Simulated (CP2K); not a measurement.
Consider 2-fluoropyrrole at its PBE geometry (Å).

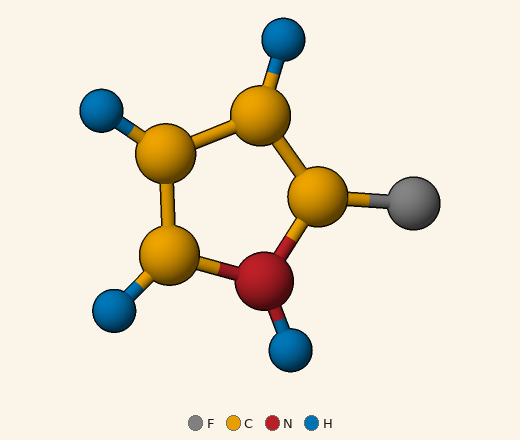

The molecule (fluorine grey, carbon orange, nitrogen red, hydrogen blue).

```xyz
10

F     2.4754    0.0319   -0.1069
C     1.1248    0.0920   -0.0490
C     0.2821    1.1752    0.0280
C    -1.0411    0.6293    0.0699
C    -0.9473   -0.7469    0.0165
N     0.4007   -1.0714   -0.0585
H     0.5764    2.2169    0.0504
H    -1.9643    1.1947    0.1337
H    -1.7053   -1.5203    0.0209
H     0.7987   -2.0013   -0.1050
```

Method: CP2K XAS_TDP, all-electron GAPW, PBEh(45%), aug-cc-pVDZ, TDA, GW2X-corrected core level, no relativity.

Q: Predict the bright core excitations at the C K edge.

Leading lines: C2 290.53 eV, C3 288.59 eV, C4 288.08 eV and C5 288.50 eV. The leading line of an atom is its first one with 35 % of the strongest within 2.5 eV of its lowest line over the strength cut. Core ionisation energies at this level: C3 291.62, C4 291.65, C2 294.67 and C5 292.43 eV.

The first six lines of each atom with a strength over 0.0015:

```csv
atom,energy (eV),states,"strength, one atom",above the computed threshold
"C2 (bonded to C, F and N)",290.53,1,0.0617,
,292.17,1,0.0382,
,293.00,1,0.0032,
,293.90,1,0.0015,
,294.14,1,0.0029,
,294.92,1,0.0017,yes
C3 (bonded to 2 C and H),288.59,1,0.0464,
,289.98,1,0.0065,
,290.12,1,0.0033,
,290.47,1,0.0060,
,291.05,1,0.0026,
,291.47,1,0.0028,
C4 (bonded to 2 C and H),288.08,1,0.0493,
,289.91,1,0.0076,
,290.51,1,0.0020,
,290.65,1,0.0036,
,291.95,1,0.0037,yes
,292.44,1,0.0048,yes
"C5 (bonded to C, N and H)",288.50,1,0.0503,
,290.30,1,0.0104,
,291.14,1,0.0036,
,292.10,1,0.0032,
,292.26,1,0.0019,
,292.67,1,0.0021,yes
```

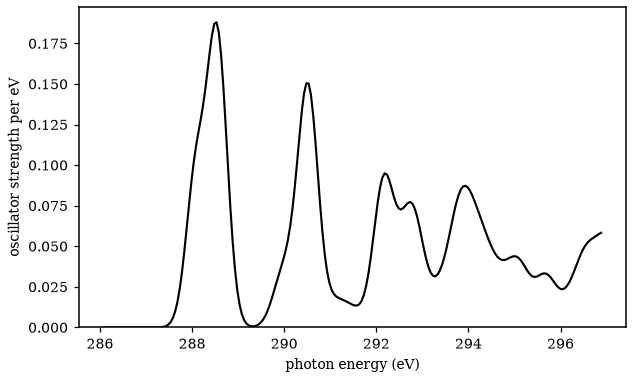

All atoms added, broadened by 0.5 eV.

Lines are vertical, at one geometry, with no vibrational structure. GW2X ionisation energies and lines can be off by 1 to 2 eV either way, and a good line position may hide errors that cancel. These values hold no scalar relativity, about 0.1 eV for C 1s. Rydberg lines, and the discretised continuum above threshold, depend on the basis and the box.

[Banner, clock and machine lines of the logs are left out without a mark of their own.]

[Logs are printed without paths, hosts, clocks, repeated set-up lines and the standing remarks that a program may print on its own settings, such as how far it seeks lower states.]

[Hosts, paths, dates, database ids (printed as entryN), source tags and the programs' standing remarks are cut or masked in the printed files.]
